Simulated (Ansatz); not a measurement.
# FGeH4P: the cost of one run

Program: Ansatz 0.2.0, driven from Python. Level of theory: Hartree-Fock/def2-SVP. These are calculated values, not measurements.

## (1) Starting point

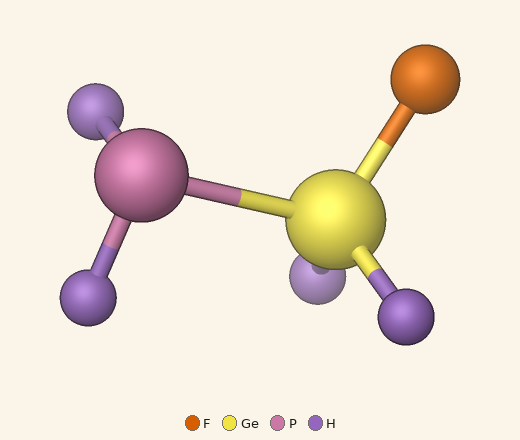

The starting structure, viewed from a chosen angle; fluorine orange, germanium yellow, phosphorus pink, hydrogen purple.

Input file fgeh4p.xyz:

```xyz
7

F    -1.75970   -0.75870    1.16780
Ge   -0.80930    0.13450   -0.00790
P     1.37870    0.16810    0.64950
H    -0.92000   -0.55340   -1.39250
H    -1.34080    1.58720   -0.10760
H     1.85520    0.65330   -0.63410
H     1.59600   -1.23100    0.32470
```

## (2) Script

fgeh4p.py reads:

```python
"""Adding a proton to FGeH4P."""

import warnings

import ansatz as az
import numpy as np


def main() -> None:
    warnings.simplefilter("ignore", az.DeckWarning)

    fgeh4p = az.Crystal.molecule_from_extxyz("fgeh4p.xyz")

    setup = (
        fgeh4p.calculation()
        .basis(gaussian="def2-SVP")
        .functional("hf")
    )
    symbols = [site.symbol for site in fgeh4p.cartesian_sites]
    start = np.array([site.position_ang for site in fgeh4p.cartesian_sites], dtype=float)
    data = setup.relax(force_tolerance=0.01).run(threads=1, pin="off").report
    end = np.array(data["positions_ang"])

    # start the new hydrogen opposite the existing bonds
    away = sum((end[2] - end[j]) / np.linalg.norm(end[2] - end[j]) for j in [1, 5, 6]) + np.array([0.15, 0.1, -0.2])
    proton = end[2] + 1.4 * away / np.linalg.norm(away)
    acid = az.Crystal.molecule()
    for symbol, place in zip(symbols, end):
        acid = acid.atom(symbol, place.tolist())
    acid = acid.atom("H", proton.tolist())
    protonated = (
        acid.calculation()
        .basis(gaussian="def2-SVP")
        .functional("hf")
        .charge(1)
        .relax(force_tolerance=0.01, max_steps=80)
    )
    after = protonated.run(threads=1, pin="off").report
    xyz = np.array(after["positions_ang"])
    reach = np.linalg.norm(xyz[:-1] - xyz[-1], axis=1)
    print(f"base {data['free_energy_ev']:.5f} eV, protonated {after['free_energy_ev']:.5f} eV")
    print(f"the proton ends {reach.min():.3f} A from {symbols[reach.argmin()]}{reach.argmin()}")
    print(f"electronic proton affinity {23.060548 * (data['free_energy_ev'] - after['free_energy_ev']):.1f} kcal/mol")


if __name__ == "__main__":
    main()
```

## (3) The calls as engine input

The package turns the script's settings into the engine's input (first run):

```yaml
crystal:
  periodic: [false, false, false]
  atoms:
    - { symbol: F, position_ang: [-1.7597, -0.7587, 1.1678] }
    - { symbol: Ge, position_ang: [-0.8093, 0.1345, -0.0079] }
    - { symbol: P, position_ang: [1.3787, 0.1681, 0.6495] }
    - { symbol: H, position_ang: [-0.92, -0.5534, -1.3925] }
    - { symbol: H, position_ang: [-1.3408, 1.5872, -0.1076] }
    - { symbol: H, position_ang: [1.8552, 0.6533, -0.6341] }
    - { symbol: H, position_ang: [1.596, -1.231, 0.3247] }
basis:
  gaussian:
    orbitals: def2-SVP
hamiltonian:
  xc: hf
relax:
  f_tol: 0.01
```

## (4) Running it

On the command line:

```console
$ python fgeh4p.py
```

Q: Estimate wall time and peak memory on 1 thread of Arm Neoverse V2, shared host.

About 31 s, with a peak of 0.25 GiB.
